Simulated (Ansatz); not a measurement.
# Si2H4F2 (SMILES F[SiH2][SiH2]F) at r2SCAN/6-31G(d) (spherical functions)

What is the electronic atomisation energy of Si2H4F2 at r2SCAN/6-31G* (spherical functions)? 

The calculation is run with Ansatz 0.2.0.

56 further runs of the same task are left out: 56 set aside as unsound or not needed.

### 1 The structure to begin with

Si2H4F2: 8 atoms, total charge 0, spin state singlet. SMILES: `F[SiH2][SiH2]F`. The coordinates come from a PBE0-D4/def2-TZVP relaxation. This is one conformer, not always the lowest.

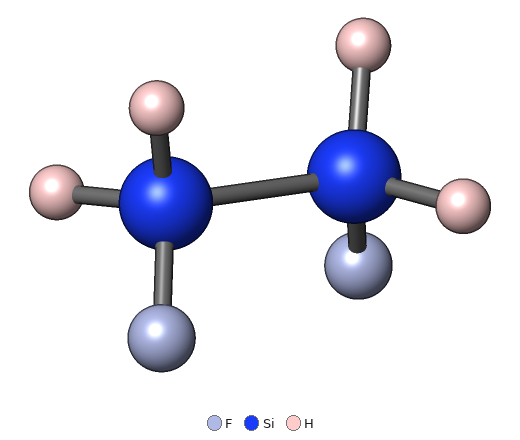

Viewed from a chosen angle; fluorine light blue, silicon blue, hydrogen pink.

### 2 The energy at r2SCAN/6-31G(d) (spherical functions)

Contents of job.yaml:

```yaml
crystal:
  periodic: [false, false, false]
  atoms:
    - {symbol: F, position_ang: [-1.934800, 1.205800, -0.274500]}
    - {symbol: Si, position_ang: [-0.357800, 1.128100, 0.012400]}
    - {symbol: Si, position_ang: [0.358600, -1.109600, 0.044100]}
    - {symbol: F, position_ang: [0.281000, -1.742000, -1.428800]}
    - {symbol: H, position_ang: [0.340100, 1.914200, -1.037000]}
    - {symbol: H, position_ang: [-0.099800, 1.743700, 1.341600]}
    - {symbol: H, position_ang: [1.774800, -1.164000, 0.495400]}
    - {symbol: H, position_ang: [-0.477100, -1.941900, 0.946800]}
basis:
  gaussian:
    orbitals: 6-31G_st_-spherical.json
hamiltonian:
  xc: {name: r2SCAN}
accuracy: high
output: {orbitals: {seedname: orbitals}}
```

The basis set 6-31G* is read from a file made from the Basis Set Exchange's data (not shown).

Run with:

```bash
ansatz run job.yaml --threads 1 --pin off --max-ram 3480MiB --events-out events.jsonl --progress --plain --runs-dir runs
```

Standard output:

```text
Warning: RAYON_NUM_THREADS=1 ignored (pool sized by the plan → 1); use --threads N
Functional definition: r2SCAN
  name "r2SCAN"
  parameter k0 = 0.174
  parameter k1 = 0.065
  parameter a1 = 4.9479
  exchange = r2scan_x(k0 = k0, k1 = k1, a1 = a1)
  correlation = r2scan_c
1574 factors; integrals over basis functions are off by at most 4.2e-9 eV
mean field evaluation 1: about -21249.6248 eV, gradient 3.8e1 eV
mean field evaluation 2: about -21244.9949 eV, gradient 6.7e1 eV
mean field evaluation 4: about -21251.7618 eV, gradient 6.8e-1 eV
mean field evaluation 8: about -21251.7539 eV, gradient 1.8e-2 eV
mean field evaluation 16: about -21251.7539 eV, gradient 9.4e-7 eV
mean field -21251.75386870 eV, -780.9875497187 hartree, gradient 9.2e-9 eV, S^2 0.000000; 0 other end points of the search recorded, 0 dependent functions left out
reference -21251.75386967 eV, -780.9875497542 hartree; 25, 25 occupied and 47, 47 virtual orbitals, 1574 factors
Total energy: -21251.75386967 eV, -780.9875497542 hartree
```

It took 12 s on 1 thread of Arm Neoverse V2, shared host; peak memory 0.24 GiB.

### 3 The F atom at the same level

Contents of molecule.yaml:

```yaml
crystal:
  periodic: [false, false, false]
  atoms:
    - {symbol: F, position_ang: [0.000000, 0.000000, 0.000000]}
basis:
  gaussian:
    orbitals: 6-31G_st_-spherical.json
total_charge: 0
magnetization:
  spin_polarized: true
  initial_magnetization: 1
hamiltonian:
  xc: {name: r2SCAN}
accuracy: high
```

The basis set 6-31G* is read from a file made from the Basis Set Exchange's data (not shown).

Run the same way, it converges to -99.67359 Eh (log not shown).

### 4 The H atom at the same level

Contents of job.yaml:

```yaml
crystal:
  periodic: [false, false, false]
  atoms:
    - {symbol: H, position_ang: [0.000000, 0.000000, 0.000000]}
basis:
  gaussian: {orbitals: "6-31G*"}
magnetization: {spin_polarized: true, initial_magnetization: 1}
hamiltonian: {xc: {name: r2SCAN}}
accuracy: high
```

Run the same way, it converges to -0.49823 Eh (log not shown).

### 5 The Si atom, same level

Contents of molecule.yaml:

```yaml
crystal:
  periodic: [false, false, false]
  atoms:
    - symbol: Si
      position_ang: [0.000000, 0.000000, 0.000000]
basis:
  gaussian:
    orbitals: 6-31G_st_-spherical.json
magnetization:
  spin_polarized: true
  initial_magnetization: 2
accuracy: high
hamiltonian:
  xc: r2scan
```

The basis set 6-31G* is read from a file made from the Basis Set Exchange's data (not shown).

Run with:

```bash
ansatz run molecule.yaml --threads 1 --pin off --max-ram 3480MiB --events-out events.jsonl --progress --plain --runs-dir runs
```

Standard output, shortened:

```text
Warning: RAYON_NUM_THREADS=1 ignored (pool sized by the plan → 1); use --threads N
[... 7 set-up lines as earlier in the session ...]
141 factors; integrals over basis functions are off by at most 2.6e-9 eV
mean field evaluation 1: about -7872.7183 eV, gradient 2.6e0 eV
mean field evaluation 2: about -7872.7966 eV, gradient 7.2e-1 eV
mean field evaluation 4: about -7872.8001 eV, gradient 2.2e-1 eV
mean field evaluation 8: about -7872.8006 eV, gradient 1.1e-4 eV
mean field evaluation 16: about -7872.8028 eV, gradient 7.6e-2 eV
mean field evaluation 32: about -7872.8005 eV, gradient 7.3e-2 eV
mean field -7872.80057012 eV, -289.3200845760 hartree, gradient 5.0e-8 eV, S^2 2.004340; 2 other end points of the search recorded, 0 dependent functions left out
reference -7872.80057259 eV, -289.3200846667 hartree; 8, 6 occupied and 10, 12 virtual orbitals, 141 factors
Total energy: -7872.80057259 eV, -289.3200846667 hartree
```

Wall time 2.9 s (1 thread of Arm Neoverse V2, shared host); peak memory 0.12 GiB.

### 6 Outcome

Level: r2SCAN/6-31G* (spherical functions).

| quantity | value |
| --- | --- |
| molecule: total energy | -780.98755 Eh |
| molecule: HOMO energy | -7.29 eV |
| molecule: LUMO energy | -1.05 eV |
| molecule: HOMO–LUMO gap | 6.24 eV |
| F atom: total energy | -99.67359 Eh |
| F atom: ⟨S²⟩ | 0.752 |
| H atom: total energy | -0.49823 Eh |
| H atom: ⟨S²⟩ | 0.750 |
| Si atom: total energy | -289.32008 Eh |
| Si atom: ⟨S²⟩ | 2.004 |
| electronic atomisation energy | 27.410 eV |

Taking the molecule apart into free atoms costs 27.41 eV (2645 kJ/mol), before zero-point energy and without spin-orbit coupling.
